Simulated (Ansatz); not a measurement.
## C (graphite type, space group P6_3/mmc): energy over volume and axial ratio

C (graphite type, space group P6_3/mmc)

```
CELL_PARAMETERS angstrom
      2.45522     0.00000     0.00000
     -1.22761     2.12628     0.00000
      0.00000     0.00000     6.67049
ATOMIC_POSITIONS crystal
  C  0.00000 0.00000 0.25000
  C  0.00000 0.00000 0.75000
  C  0.33333 0.66667 0.25000
  C  0.66667 0.33333 0.75000
```

Two coordinates are scanned: the volume, and the ratio of the stretch along z (the conventional c axis) to the stretch across it. Atoms keep their fractional coordinates.

Level of theory: r2SCAN+rVV10 (plane waves to 500 eV, PAW, scalar-relativistic; Ansatz, a first-principles code). k mesh 15×15×5 (Γ-centred), Fermi-Dirac smearing 0.05 eV. E stands for the smeared free energy. Compression counts positive. With partly filled bands, the response to shear is sensitive to the k mesh, so small differences along c/a are uncertain. C was relaxed with its symmetry unable to fall. The PAW data are Ansatz's earlier set. The zero of ΔE is the relaxed starting cell.

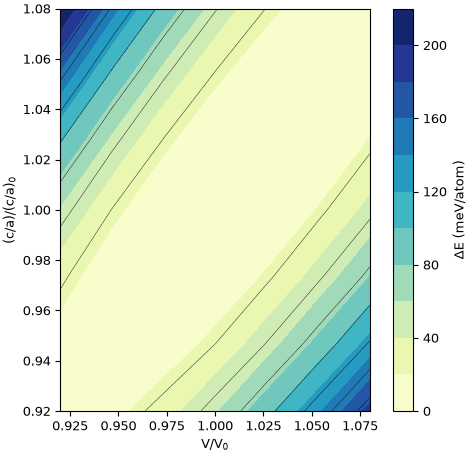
Fig. 1. ΔE (meV/atom) over the 7×7 grid of computed points.

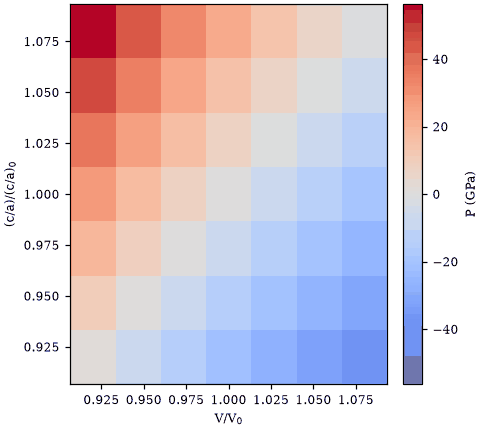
Figure. P (GPa) over the 7×7 grid of computed points.

The modulus against c/a change at fixed volume, (3/4V)·∂²E/∂(ln c/a)² (fit, atoms clamped) is 230 GPa. Highest place on the grid: V/V₀ = 0.920, (c/a)/(c/a)₀ = 1.080 (220 meV/atom). Lowest place on the grid: V/V₀ = 1.000, (c/a)/(c/a)₀ = 1.000 (0 meV/atom).

Near the relaxed cell σzz − σxx = −2Cδ (compression positive), C being this modulus and δ the logarithm of the ratio.

(Under strain, the slope of the energy per volume gives the stress and its curvature an elastic modulus.)
